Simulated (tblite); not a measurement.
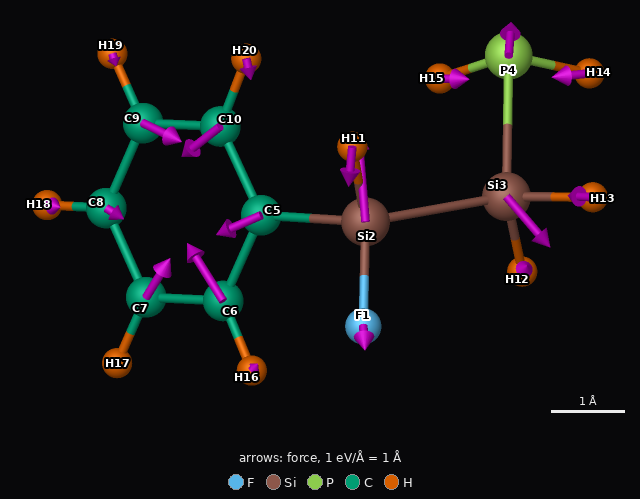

Starting geometry of C₆H₁₀FPSi₂ with the computed forces as purple arrows. The picture is a ball-and-stick view, seen at a tilt.

Computed with tblite 0.8.0, GFN2-xTB geometry optimisation, gas phase. 

What follows when this structure is relaxed?

It isn't relaxed: the largest force vector, on Si2, is 1.25 eV/Å. The final displacements have little in common with the starting forces (cosine between the two patterns 0.11). The largest move after the best rigid fit is that of H11, 0.63 Å. Largest moves by element: H 0.63 Å, F 0.53 Å, P 0.39 Å, C 0.32 Å, Si 0.18 Å. Among the contacts that change: Si3–H13 1.504 → 1.470 Å, Si2–H11 1.495 → 1.464 Å, P4–H14 1.411 → 1.379 Å, Si3–P4 2.217 → 2.245 Å. Bond angles that change, for instance: F1–Si2–H11 109.1° → 101.9°, Si3–Si2–H11 110.9° → 117.6°, Si2–Si3–P4 112.8° → 107.7°. Groups turn about Si2–C5 by about 30°, Si2–Si3 by about 20°. Over 103 geometry steps the energy falls by 0.207 eV. The run took 3.3 s on 1 thread of Intel(R) Xeon(R) Platinum 8259CL CPU @ 2.50GHz (shared host).
